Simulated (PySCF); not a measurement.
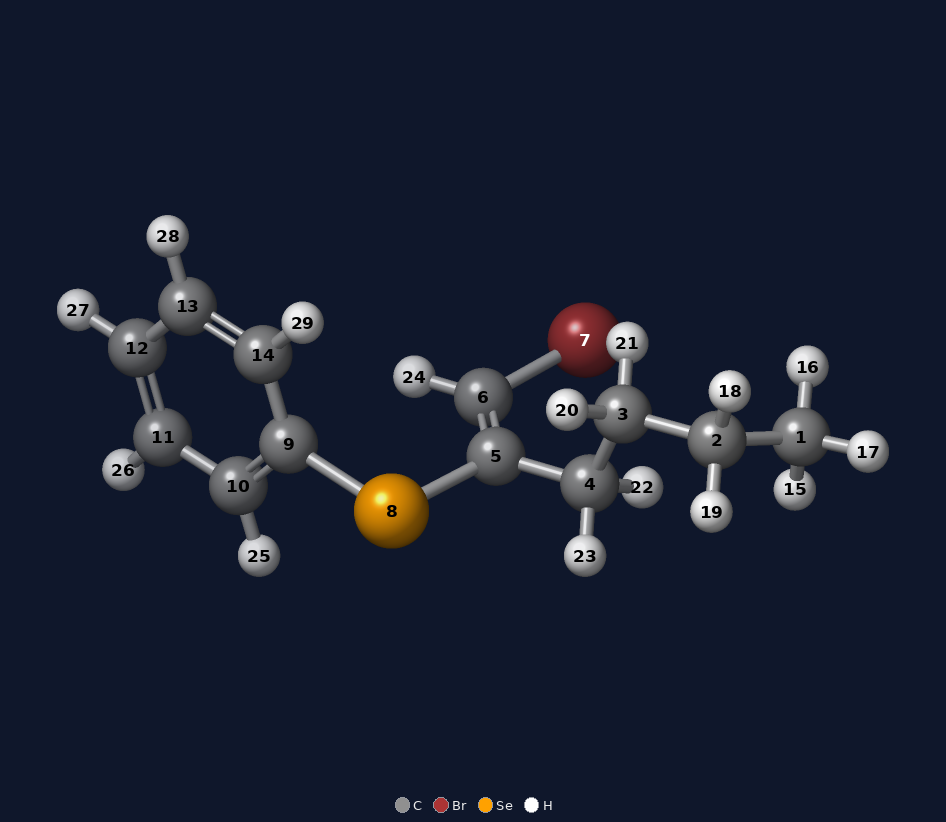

Atoms carry their numbers in the input. The computed structure is the end point of a PBE0-D3(BJ)/def2-SVP optimisation. No frequency run is at hand to confirm it as a minimum.

List the bonds and their lengths. Leave out bonds to hydrogen.

```
   bond  length (Å)     order
  C1–C2       1.522    single
  C2–C3       1.525    single
  C3–C4       1.530    single
  C4–C5       1.500    single
  C5–C6       1.337    double
 C5–Se8       1.913    single
 C6–Br7       1.886    single
 Se8–C9       1.912    single
 C9–C10       1.398  aromatic
 C9–C14       1.398  aromatic
C10–C11       1.395  aromatic
C11–C12       1.394  aromatic
C12–C13       1.395  aromatic
C13–C14       1.393  aromatic
```
